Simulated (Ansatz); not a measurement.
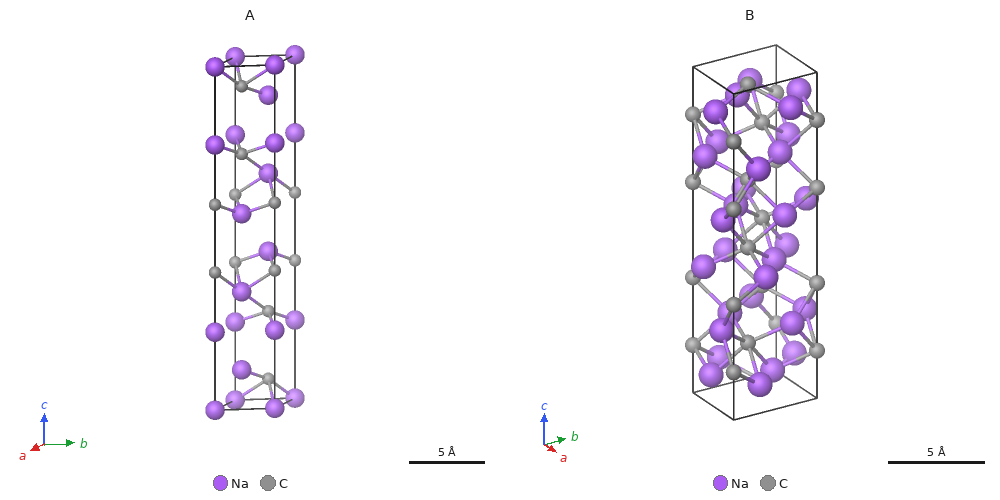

Two structures of Na₃C₂, each relaxed to rest (conventional cells in solid outline, small ones repeated, not to one scale). Method: Ansatz, DFT PBE, scalar-relativistic, plane waves, PAW, with collinear spins.

> Describe A and B.

A: 15 atoms a cell on a rhombohedral (trigonal R) lattice, R-3m. B: 30 atoms a cell on a rhombohedral (trigonal R) lattice, R-3c.

> Compare their energies: which is lower?

B is lower, by 65 meV/atom at this level of theory (energies at zero smearing). Volumes: A 22.2, B 21.9 Å³/atom.

One or both may be structure types tried for this composition rather than known phases.
